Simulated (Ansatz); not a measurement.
# Ga7 (charge +1): what the fields show

| atom | x (Å) | y (Å) | z (Å) |
| --- | --- | --- | --- |
| Ga | 1.1659 | -0.1982 | 1.6890 |
| Ga | -0.3817 | -1.9538 | 0.5795 |
| Ga | -1.5793 | 0.2240 | 1.3057 |
| Ga | 0.0748 | -1.1735 | -1.8441 |
| Ga | 1.9159 | 0.2735 | -0.7445 |
| Ga | 0.2816 | 2.0289 | 0.2311 |
| Ga | -1.4772 | 0.7990 | -1.2167 |

Geometry: PBE-D4/def2-SVP.

All numbers below come from Ansatz 0.2.0, RKS PBE0-D4/def2-TZVP.

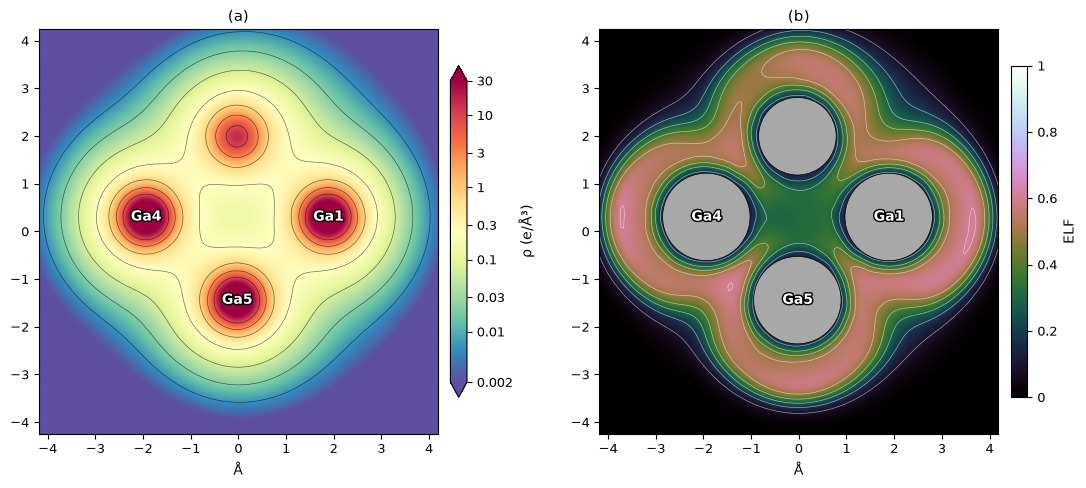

Figure 1. (a) total electron density; (b) electron localisation function on the plane of atoms Ga1, Ga5 and Ga4. Grey discs cover the atomic cores in the ELF map.

Read the bonding off the picture.

Answer.
- The plane passes through Ga nuclei.
- Ga–Ga (2.59 Å): ρ at the midpoint is about 0.29 e/Å³; the ELF is about 0.45 at the midpoint.

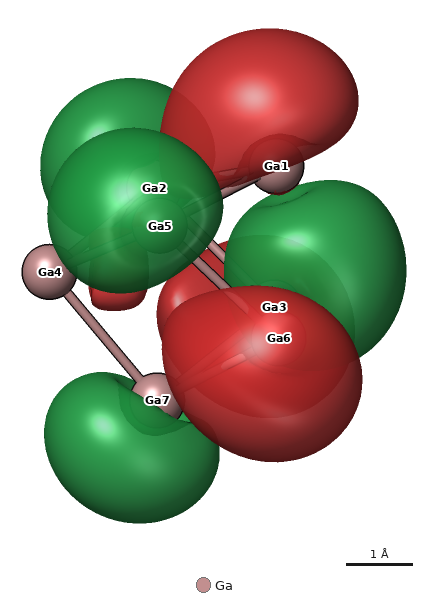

Figure 2. The LUMO at ±0.06 Å⁻³ᐟ² (green and red are the two phases), seen at a tilt.

Where does this orbital lie, and at what energy?

Answer. Its weight (Hirshfeld) is mainly on Ga1 (about 20 %), Ga3 (about 20 %), Ga6 (about 20 %), Ga2 (about 10 %), Ga5 (about 10 %) and Ga7 (about 10 %). Its energy is −6.91 eV.

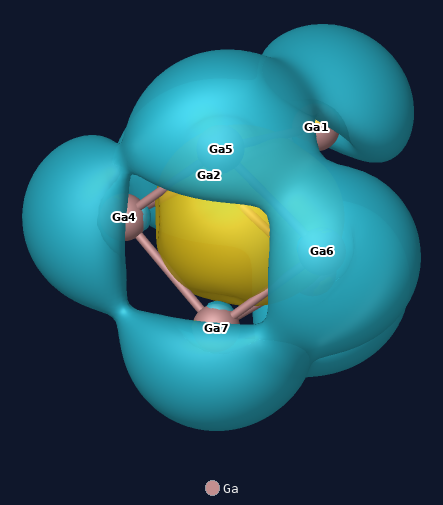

Figure 3. The HOMO at ±0.05 Å⁻³ᐟ² (yellow and cyan are the two phases), seen across its widest extent.

Describe this orbital and give its energy.

Answer. Its weight (Hirshfeld) is mainly on Ga1 (about 15 %), Ga3 (about 15 %), Ga6 (about 15 %), Ga2 (about 15 %), Ga5 (about 15 %) and Ga7 (about 15 %). Its energy is −9.74 eV.
